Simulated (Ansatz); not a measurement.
Effort and miss along a sweep of kpoints.mp_grid.grid: AgRh3 (Pm-3n, 8 atoms in the cell)

Cell: a = 4.7618 Å, b = 4.7618 Å, c = 4.7618 Å, α = 90.00°, β = 90.00°, γ = 90.00°.

Method of the run: PBE (plane waves, PAW; Ansatz, a program for electronic structure).

Base settings: kpoints.mp_grid.grid = 9 9 9; hamiltonian.xc = pbe; hamiltonian.pseudopotentials = {kind: paw} (the program's default PAW files); scf.occupations.method = cold; scf.occupations.width = 0.1 eV.

Misses are taken against the tightest run, 17 17 17, which need not be fully converged itself. The energy is the free energy per atom.

The count of work is k-points × plane waves × bands × iterations; it is no time, and leaves out set-up, grids and terms that scale otherwise. 

The starting cell was generated: these elements placed on a structure prototype, without a prior relaxation; it need not be a known phase or ordering of this composition. Its lattice was rescaled by a random factor within 2.5 % of one. Spin polarisation is off. In the base run, with a pressure of about 33 GPa the cell is away from its equilibrium volume at this level. Ansatz's pressure includes its estimate of the finite-basis (Pulay) stress.

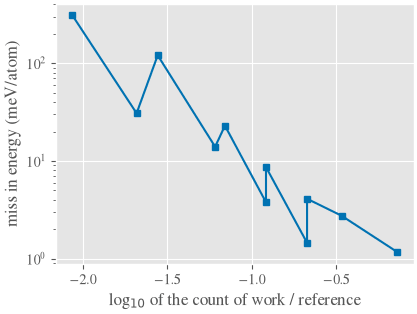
Figure: Miss against the count of work; the reference run is not drawn, and misses under 0.1 meV/atom are drawn there.

| kpoints.mp_grid.grid | energy less reference (meV/atom) | pressure less reference (GPa) | count of work / reference |
|---|---|---|---|
| 1 1 1 | -309.20 | -9.78 | 0.0087 |
| 2 2 2 | -120.58 | -0.67 | 0.028 |
| 3 3 3 | 30.79 | 0.78 | 0.021 |
| 4 4 4 | 22.95 | -0.01 | 0.069 |
| 5 5 5 | -13.98 | -0.43 | 0.061 |
| 6 6 6 | -3.78 | 0.09 | 0.12 |
| 7 7 7 | 8.66 | 0.13 | 0.12 |
| 8 8 8 | 1.46 | -0.12 | 0.21 |
| 9 9 9 | -4.11 | -0.10 | 0.21 |
| 11 11 11 | 2.75 | -0.03 | 0.34 |
| 14 14 14 | 1.17 | 0.03 | 0.73 |
| 17 17 17 | 0.00 | 0.00 | 1.0 |

Coarsest setting among those run that, with all tighter ones, holds the energy within 20 meV/atom of the reference: 5 5 5, off by 14 meV/atom; it needs 0.061 of the reference's count of work.

Coarsest setting among those run that, with all tighter ones, holds the energy within 10 meV/atom of the reference: 6 6 6, off by 3.8 meV/atom; it needs 0.12 of the reference's count of work.

Smallest miss in the energy for at most 0.1 times the reference's count of work: 5 5 5, with a miss of 14 meV/atom at a count of 0.061.

The step from 4 4 4 to 8 8 8: it takes the miss in the energy from 23 to 1.5 meV/atom, for 3.1 times the count of work.

Keys are those of Ansatz 0.2.
